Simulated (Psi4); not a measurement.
**GeH$_{4}$O: single-point calculation (part 2 of 2)**

The same run, continued: GeH$_{4}$O (Ge(OH)H3); OMP3/cc-pVDZ-DK, RHF, sfX2C (Psi4 1.11). The geometry comes from this level: GFN2-xTB.

Geometry of the input (Å):
```
Ge -0.0619  -0.1186  -0.4335
O  -0.0675  -0.1025  1.3007
H  0.3395  0.6349  1.7493
H  1.3553  -0.1188  -0.9300
H  -0.7883  1.0899  -0.9457
H  -0.7770  -1.3849  -0.7408
```

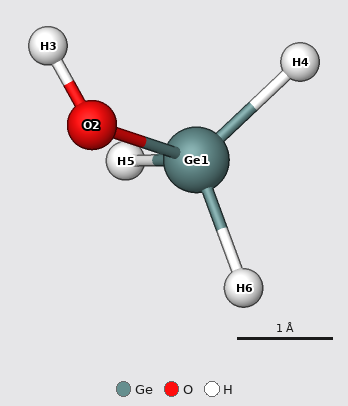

The input geometry (ball-and-stick view, seen at a tilt; atoms are numbered from 1 in the order of the input). Sticks mark near contacts.

**Output, continued**
```
  Module OCC Options:
  ----------------------------------------------------------------------------
  ACTIVE                        => (empty)
  BASIS_RELATIVISTIC            => (empty)
  BENCH                         => (empty)
  CACHELEVEL                    => (empty)
  CCL_ENERGY                    => (empty)
  CC_MAXITER                    => (empty)
  CC_TYPE                       => (empty)
  CEPA_OS_SCALE                 => (empty)
  CEPA_SOS_SCALE                => (empty)
  CEPA_SS_SCALE                 => (empty)
  CEPA_TYPE                     => (empty)
  CI_TYPE                       => (empty)
  CUBEPROP_BASIS_FUNCTIONS      => (empty)
  CUBEPROP_FILEPATH             => (empty)
  CUBEPROP_ISOCONTOUR_THRESHOLD => (empty)
  CUBEPROP_ORBITALS             => (empty)
  CUBEPROP_TASKS                => (empty)
  CUBIC_BASIS_TOLERANCE         => (empty)
  CUBIC_BLOCK_MAX_POINTS        => (empty)
  CUBIC_GRID_OVERAGE            => (empty)
  CUBIC_GRID_SPACING            => (empty)
  CUTOFF                        => (empty)
  DDX                           => (empty)
  DEBUG                         => (empty)
  DERTYPE                       => (empty)
  DF_BASIS_CC                   => (empty)
  DIE_IF_NOT_CONVERGED          => (empty)
  DIIS_MAX_VECS                 => (empty)
  DIIS_MIN_VECS                 => (empty)
  DKH_ORDER                     => (empty)
  DOCC                          => (empty)
  DO_DIIS                       => (empty)
  DO_LEVEL_SHIFT                => (empty)
  DO_SCS                        => (empty)
  DO_SOS                        => (empty)
  E3_SCALE                      => (empty)
  EA_POLES                      => (empty)
  EKT_EA                        => (empty)
  EKT_IP                        => (empty)
  EP_EA_POLES                   => (empty)
  EP_IP_POLES                   => (empty)
  EP_MAXITER                    => (empty)
  EXTERNAL_POTENTIAL_SYMMETRY   => (empty)
  E_CONVERGENCE                 => 1e-06           !
  FREEZE_CORE                   => (empty)
  FREEZE_CORE_POLICY            => (empty)
  FROZEN_DOCC                   => (empty)
  FROZEN_UOCC                   => (empty)
  INTEGRAL_PACKAGE              => (empty)
  IP_POLES                      => (empty)
  LEVEL_SHIFT                   => (empty)
  LITERAL_CFOUR                 => (empty)
  LS_THC_BASIS_TOLERANCE        => (empty)
  LS_THC_DF                     => (empty)
  LS_THC_PRUNING_SCHEME         => (empty)
  LS_THC_RADIAL_POINTS          => (empty)
  LS_THC_SPHERICAL_POINTS       => (empty)
  LS_THC_S_EPSILON              => (empty)
  LS_THC_WEIGHTS_TOLERANCE      => (empty)
  MAT_NUM_COLUMN_PRINT          => (empty)
  MAX_MOGRAD_CONVERGENCE        => (empty)
  MAX_RADIAL_MOMENT             => (empty)
  MBIS_D_CONVERGENCE            => (empty)
  MBIS_MAXITER                  => (empty)
  MBIS_PRUNING_SCHEME           => (empty)
  MBIS_RADIAL_POINTS            => (empty)
  MBIS_SPHERICAL_POINTS         => (empty)
  MOGRAD_DAMPING                => (empty)
  MOLDEN_WITH_VIRTUAL           => (empty)
  MO_MAXITER                    => (empty)
  MO_READ                       => (empty)
  MO_STEP_MAX                   => (empty)
  MO_WRITE                      => (empty)
  MP2_OS_SCALE                  => (empty)
  MP2_SOS_SCALE                 => (empty)
  MP2_SOS_SCALE2                => (empty)
  MP2_SS_SCALE                  => (empty)
  MP2_TYPE                      => (empty)
  MP_TYPE                       => CONV            !
  NAT_ORBS                      => (empty)
  NUM_FROZEN_DOCC               => (empty)
  NUM_FROZEN_UOCC               => (empty)
  NUM_GPUS                      => (empty)
  OCC_ORBS_PRINT                => (empty)
  OEPROP                        => (empty)
  OPT_METHOD                    => (empty)
  ORBITAL_OPTIMIZER_PACKAGE     => (empty)
  ORB_OPT                       => TRUE            !
  ORB_RESP_SOLVER               => (empty)
  ORTH_TYPE                     => (empty)
  OS_SCALE                      => (empty)
  PARENT_SYMMETRY               => (empty)
  PCG_BETA_TYPE                 => (empty)
  PCG_CONVERGENCE               => (empty)
  PCG_MAXITER                   => (empty)
  PCM                           => (empty)
  PE                            => (empty)
  PRINT                         => (empty)
  PRINT_NOONS                   => (empty)
  PROPERTIES                    => (empty)
  PROPERTIES_ORIGIN             => (empty)
  PUREAM                        => (empty)
  QC_MODULE                     => (empty)
  RAS1                          => (empty)
  RAS2                          => (empty)
  RAS3                          => (empty)
  RAS4                          => (empty)
  RELATIVISTIC                  => X2C             !
  RELAXED                       => (empty)
  REMP_A                        => (empty)
  RESTRICTED_DOCC               => (empty)
  RESTRICTED_UOCC               => (empty)
  RMS_MOGRAD_CONVERGENCE        => (empty)
  R_CONVERGENCE                 => (empty)
  SCF_TYPE                      => DF              !
  SCREENING                     => (empty)
  SCS_TYPE                      => (empty)
  SOCC                          => (empty)
  SOS_TYPE                      => (empty)
  SPIN_SCALE_TYPE               => NONE            !
  SS_SCALE                      => (empty)
  SYMMETRIZE                    => (empty)
  TPDM_ABCD_TYPE                => (empty)
  WFN                           => (empty)
  WFN_TYPE                      => OMP3            !
  WRITER_FILE_LABEL             => (empty)
  ZORA_BASIS_TOLERANCE          => (empty)
  ZORA_NR_DEBUG                 => (empty)
  ZORA_PRUNING_SCHEME           => (empty)
  ZORA_RADIAL_POINTS            => (empty)
  ZORA_SPHERICAL_POINTS         => (empty)

 ==============================================================================
 ==============================================================================
 ==============================================================================

                             OMP3 (OO-MP3)

 ==============================================================================
 ==============================================================================
 ==============================================================================

	For this energy convergence, default RMS orbital gradient is:     3.16e-07
	For this energy convergence, default MAX orbital gradient is:     2.00e-06
	MO spaces per irreps...

	IRREP   FC    OCC   VIR  FV
	==============================
	   A     0    22    39    0
	==============================

	Computing MP2 energy using SCF MOs (Canonical MP2)...
	==============================================================================
	Nuclear Repulsion Energy (a.u.)    :   129.77059203339422
	SCF Energy (a.u.)                  : -2174.25327034104612
	REF Energy (a.u.)                  : -2174.25266653088283
	Alpha-Alpha Contribution (a.u.)    :    -0.03976746030653
	Alpha-Beta Contribution (a.u.)     :    -0.25165618035806
	Beta-Beta Contribution (a.u.)      :    -0.03976746030653
	Scaled_SS Correlation Energy (a.u.):    -0.02651164020435
	Scaled_OS Correlation Energy (a.u.):    -0.30198741642967
	SCS-MP2 Total Energy (a.u.)        : -2174.58116558751681
	SOS-MP2 Total Energy (a.u.)        : -2174.57981956534832
	SCSN-MP2 Total Energy (a.u.)       : -2174.39264799116199
	SCS-MP2-VDW Total Energy (a.u.)    : -2174.61455390204765
	SOS-PI-MP2 Total Energy (a.u.)     : -2174.60498518338409
	MP2 Correlation Energy (a.u.)      :    -0.33119110097112
	MP2 Total Energy (a.u.)            : -2174.58385763185379
	==============================================================================

	Computing MP3 energy using SCF MOs (Canonical MP3)...
	==============================================================================
	Nuclear Repulsion Energy (a.u.)    :   129.77059203339422
	SCF Energy (a.u.)                  : -2174.25327034104612
	REF Energy (a.u.)                  : -2174.25266653088283
	Alpha-Alpha Contribution (a.u.)    :    -0.03683276994807
	Alpha-Beta Contribution (a.u.)     :    -0.27336911154379
	Beta-Beta Contribution (a.u.)      :    -0.03683276994807
	MP2.5 Correlation Energy (a.u.)    :    -0.33850906604221
	MP2.5 Total Energy (a.u.)          : -2174.59177940708832
	SCS-MP3 Total Energy (a.u.)        : -2174.58512647513408
	3rd Order Energy (a.u.)            :    -0.01584355046907
	MP3 Correlation Energy (a.u.)      :    -0.34703465143993
	MP3 Total Energy (a.u.)            : -2174.59970118232286
	==============================================================================

	Number of independent-pairs: 858

 ==============================================================================
 ================ Performing OMP3 iterations... ===============================
 ==============================================================================
	            Minimizing MP3-L Functional
	            ---------------------------
 Iter       E_total           DE           RMS MO Grad      MAX MO Grad      RMS T2
 ----    ---------------    ----------     -----------      -----------     ----------
   1     -2174.6003189462     -6.18e-04       6.62e-04         4.10e-03        5.81e-09
   2     -2174.6009227067     -6.04e-04       2.31e-04         1.69e-03        3.97e-09
   3     -2174.6018104409     -8.88e-04       1.55e-04         1.31e-03        1.03e-09
   4     -2174.6021731874     -3.63e-04       5.77e-05         7.42e-04        3.28e-10
   5     -2174.6022820242     -1.09e-04       1.99e-05         1.36e-04        2.17e-10
   6     -2174.6022476878      3.43e-05       7.68e-06         1.06e-04        9.83e-11
   7     -2174.6022168018      3.09e-05       3.21e-06         4.36e-05        4.85e-11
   8     -2174.6022315345     -1.47e-05       1.20e-06         1.88e-05        1.62e-11
   9     -2174.6022291209      2.41e-06       5.69e-07         7.99e-06        1.01e-11
  10     -2174.6022274423      1.68e-06       2.50e-07         3.35e-06        3.61e-12
  11     -2174.6022275372     -9.49e-08       1.25e-07         2.16e-06        1.87e-12
  12     -2174.6022277894     -2.52e-07       4.43e-08         4.27e-07        6.37e-13

 ==============================================================================
 ======================== OMP3 ITERATIONS ARE CONVERGED =======================
 ==============================================================================

	Computing MP2 energy using optimized MOs...
	==============================================================================
	Nuclear Repulsion Energy (a.u.)    :   129.77059203339422
	SCF Energy (a.u.)                  : -2174.25327034104612
	REF Energy (a.u.)                  : -2174.25002244604184
	Alpha-Alpha Contribution (a.u.)    :    -0.04096284269184
	Alpha-Beta Contribution (a.u.)     :    -0.25589085019016
	Beta-Beta Contribution (a.u.)      :    -0.04096284269184
	Scaled_SS Correlation Energy (a.u.):    -0.02730856179456
	Scaled_OS Correlation Energy (a.u.):    -0.30706902022819
	SCS-MP2 Total Energy (a.u.)        : -2174.58440002806447
	SOS-MP2 Total Energy (a.u.)        : -2174.58268055128883
	SCSN-MP2 Total Energy (a.u.)       : -2174.39421165231670
	SCS-MP2-VDW Total Energy (a.u.)    : -2174.61852557697648
	SOS-PI-MP2 Total Energy (a.u.)     : -2174.60826963630825
	MP2 Correlation Energy (a.u.)      :    -0.35220534335667
	MP2 Total Energy (a.u.)            : -2174.58783898161573
	==============================================================================

	Computing MP3 energy using optimized MOs...
	==============================================================================
	Nuclear Repulsion Energy (a.u.)    :   129.77059203339422
	SCF Energy (a.u.)                  : -2174.25327034104612
	REF Energy (a.u.)                  : -2174.25002244604184
	Alpha-Alpha Contribution (a.u.)    :    -0.03768874270981
	Alpha-Beta Contribution (a.u.)     :    -0.27682785793705
	Beta-Beta Contribution (a.u.)      :    -0.03768874270981
	MP2.5 Correlation Energy (a.u.)    :    -0.34176304446100
	MP2.5 Total Energy (a.u.)          : -2174.59503338550712
	SCS-MP3 Total Energy (a.u.)        : -2174.58799723000993
	3rd Order Energy (a.u.)            :    -0.01438880778278
	MP3 Correlation Energy (a.u.)      :    -0.35220534335667
	MP3 Total Energy (a.u.)            : -2174.60222778939851
	==============================================================================

	==============================================================================
	================ OMP3 FINAL RESULTS ==========================================
	==============================================================================
	Nuclear Repulsion Energy (a.u.)    :   129.77059203339422
	SCF Energy (a.u.)                  : -2174.25327034104612
	REF Energy (a.u.)                  : -2174.25002244604184
	SCS-OMP3 Total Energy (a.u.)       : -2174.58799723000993
	SOS-OMP3 Total Energy (a.u.)       : -2174.58627775323475
	OMP3 Correlation Energy (a.u.)     :    -0.34895744835239
	Eomp3 - Eref (a.u.)                :    -0.35220534335667
	OMP3 Total Energy (a.u.)           : -2174.60222778939851
	==============================================================================

	total time  =         15 seconds =       0.25 minutes
```

**Standard output**
```
omp3 energy: -2174.6022277894 Eh
```

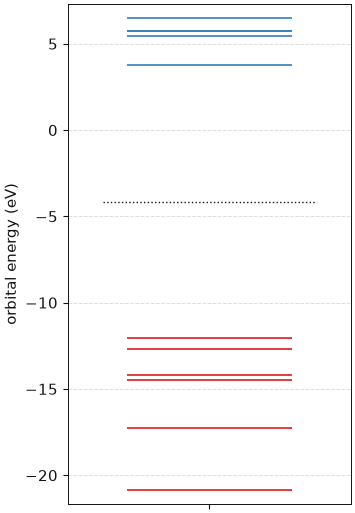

Orbital energies near the frontier (SCF reference); the dotted line parts filled from empty levels, and levels within 0.02 eV of each other stand side by side. Highest filled −12.07 eV, lowest empty 3.79 eV, 15.86 eV apart.

**Results in brief**

| quantity | value |
| --- | --- |
| outcome | converged |
| total energy | −2174.602228 hartree |
| SCF energy | −2174.253270 hartree |
| MP2 energy | −2174.583858 hartree |
| correlation energy | −0.348957 hartree |
| basis functions | 61 |
| HOMO of the SCF reference | −12.07 eV |
| LUMO of the SCF reference | 3.78 eV |
| wall time | 21 s |
| peak memory | 0.3 GiB |

**Remarks**

Settings chosen away from the usual ones: mom_start set to 5; maxiter set to 100 (from 50); damping_percentage set to null (from 60). The record of the run, not the program, notes: occupations held by overlap or a lasting level shift; may not be the lowest state.
